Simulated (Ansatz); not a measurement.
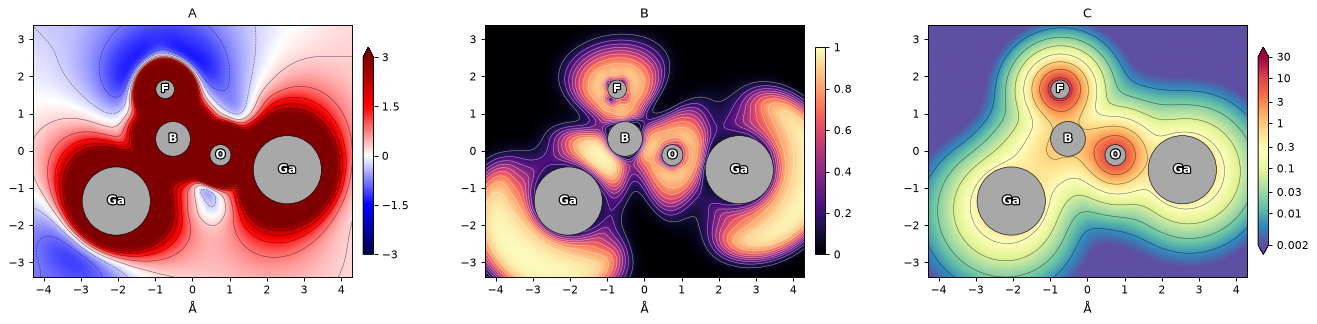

BFGa$_{2}$O: 3 fields on the molecular plane, with unlabelled colour scales. Grey discs cover the atomic cores.

Geometry: B3LYP-D3(BJ)/def2-SVP.

Level of theory: isolated molecule in a Gaussian basis; Kohn-Sham density functional theory, functional PBE0 (Ansatz 0.2.0).

Match the panels to the quantities (electron density, electron localisation function and electrostatic potential).

Panel A: electrostatic potential (strongly positive close to the atoms, with negative regions outside electron-rich atoms). Panel B: electron localisation function. Panel C: electron density. From the grid: B–O (1.35 Å): ρ is about 2.1 e/Å³ halfway; the ELF peaks at about 0.90 between the atoms, as expected for a short, strongly polar bond. B–F (1.35 Å): ρ at the midpoint is about 2.1 e/Å³; the ELF peaks at about 0.85 between the atoms, as expected for a polar covalent bond.
